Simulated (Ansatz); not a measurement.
The parent structure is ZnSe in the zinc blende structure (space group F-43m, No. 216; a = 5.6656 Å).

Perturbation: cell and atoms relaxed at a pressure of 0.3 GPa.

All numbers come from Ansatz (a quantum-chemistry and plane-wave program) r2SCAN, scalar-relativistic without spin-orbit coupling.

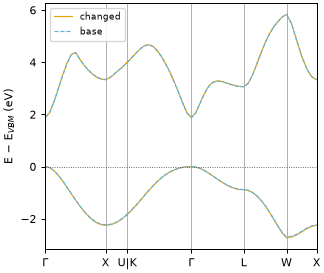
Figure: Highest valence and lowest conduction band along the path, each from its own valence-band maximum

Task: Read the changed gap and its character from the plot.

Result: About 1.9 eV, direct at Γ.

Load acts through the strain it causes; cell and atoms are relaxed under it. Semilocal Kohn–Sham gaps tend to fall short of experiment. No phonon test of stability was made.
